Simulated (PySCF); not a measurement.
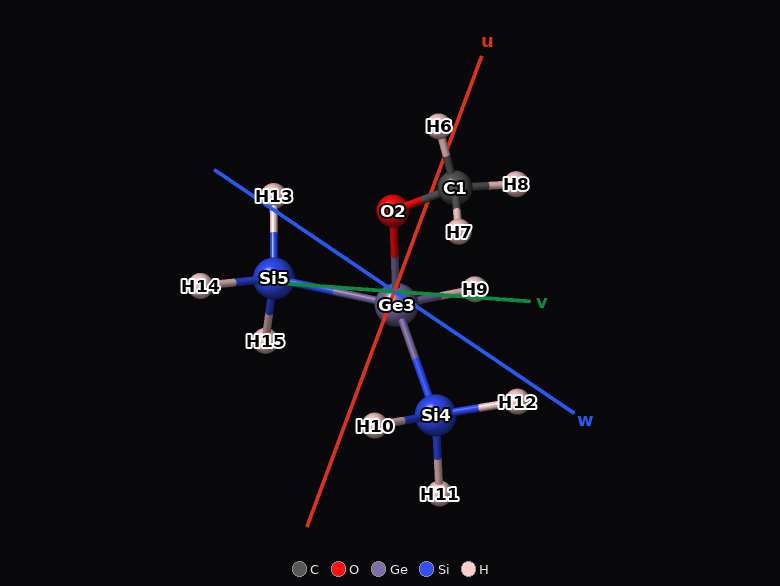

The lines u, v and w are the principal axes of the static dipole polarisability. The computed structure is the end point of a GFN2-xTB optimisation. No frequency run is at hand to confirm it as a minimum. Level of theory: CAM-B3LYP/def2-SVPD (PySCF 2.14.0).

Question. Along which axis is the molecule most polarisable, and along which least?

Answer. Most along w, least along v.

Question. Give the three principal values.

Answer. u 104.9, v 91.9, w 132.1 bohr³; mean 109.7, anisotropy 35.5 bohr³.

The geometry is semi-empirical. Around Ge, Si such bond lengths and angles can be off by a tenth of an ångström or more and by several degrees, and values that hang on the shape move with them.
